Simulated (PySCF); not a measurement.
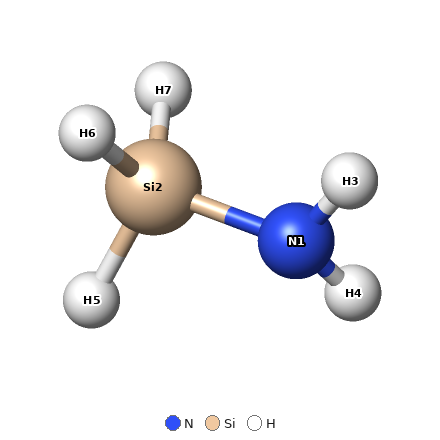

SiNH₅ (silanamine), SMILES N[SiH3]. Vertical core-electron binding energies by ΔSCF (SCAN, pcX-2 on the ionised atom, pcseg-1 elsewhere, spin-free X2C; PySCF, at a GFN2-xTB geometry (no frequency check)), gas phase, against the vacuum level. One atom of each kind was ionised; within a panel, areas follow the number of like atoms and 2j + 1 (2p levels are split by first-order spin-orbit coupling, an approximation), Gaussians of 0.8 eV full width. Only the regions named are shown. Lines closer than the width merge in the curve.

Q: Predict the Si 2p photoelectron lines.

A:
| level | atoms | binding energy (eV) |
| --- | --- | --- |
| Si 2p1/2 | Si2 | 107.6 |
| Si 2p3/2 | Si2 | 106.9 |

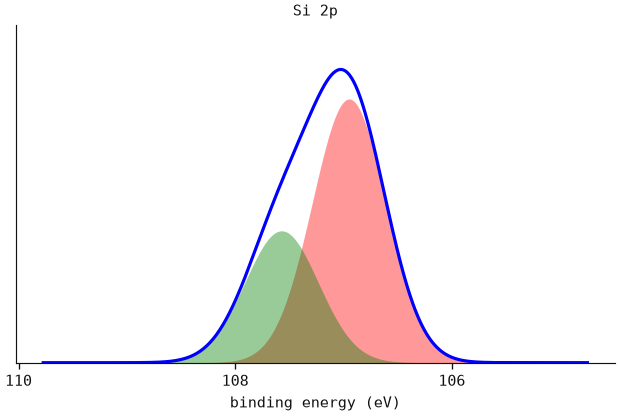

Caveats: the tight-binding geometry is rougher than a DFT one and adds to the error.
